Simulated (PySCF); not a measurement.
F3N, SMILES `FN(F)F`.

Computed with PySCF, ωB97X/def2-TZVP, geometry: GFN2-xTB. No frequency check shows the geometry to be a minimum.

The calculation's input:

```python
import numpy as np
from pyscf import gto, scf, dft
from pyscf.scf import atom_ks, atom_hf
from scipy.linalg import block_diag

def solve(mol, dm0=None, hcore=None):
    mf = (dft.UKS if mol.spin else dft.RKS)(mol, xc='wb97x')
    mf.grids.level = 3
    mf = mf.density_fit(auxbasis='def2-universal-jkfit')
    mf.conv_tol, mf.max_cycle = 1e-8, 80
    if hcore is not None:
        mf.get_hcore = lambda *args: hcore
    mf.kernel(dm0)
    if not mf.converged:
        mf = mf.newton().run(mf.mo_coeff, mf.mo_occ, max_cycle=30)
    assert mf.converged, 'SCF not converged'
    return mf

mol = gto.M(atom='''
F      1.15592    -0.42042     0.11895
N      0.00002    -0.00004    -0.45876
F     -0.94207    -0.79083     0.11894
F     -0.21386     1.21128     0.11893
''', basis='def2-tzvp', charge=0, spin=0, verbose=4)
mf = solve(mol)
mf.analyze()
# spherically averaged free atoms, for the promolecule
atm = atom_ks.get_atm_nrks(mol, xc='wb97x')
pro = block_diag(*[(atm[a[0]][2] * atm[a[0]][3]) @ atm[a[0]][2].T for a in mol._atom])
np.savez('result.npz', e=mf.e_tot, c=mf.mo_coeff, occ=mf.mo_occ, eps=mf.mo_energy, pro=pro, dip=mf.dip_moment(verbose=0), s2=mf.spin_square()[0])
```

Launched as:

```sh
OMP_NUM_THREADS=1 python input.py
```

The run took 3.7 s on 1 thread of AMD EPYC 9R45 96-Core Processor (Zen 5) (shared host), peak memory 0.45 GiB.

Partitions, critical points and surface values were worked out afterwards from this run's density.

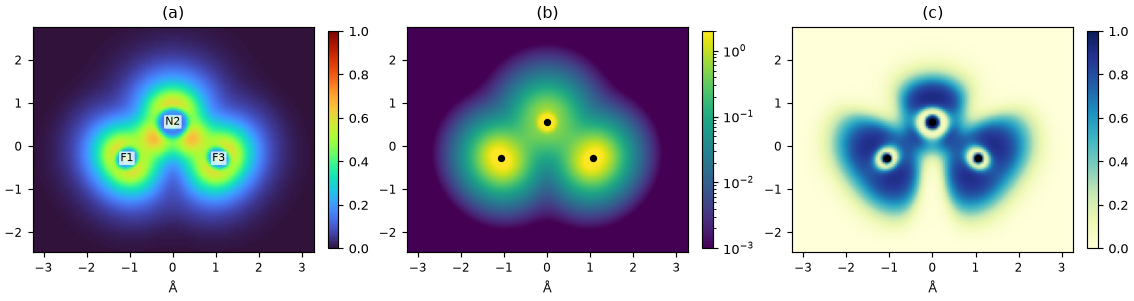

Three fields in the plane of F1, N2 and F3.

### The panels show, in some order, the electron density, localised orbital locator (LOL) and electron localisation function (ELF). Which is which?

(a) is the localised orbital locator (LOL): it runs from 0 to 1, peaks where electrons are localised, as in bonds, and fades smoothly outside. (b) is the electron density: it is positive everywhere and peaks at the nuclei. (c) is the electron localisation function (ELF): it runs from 0 to 1 and is close to 1 over wide basins that fill the valence regions.
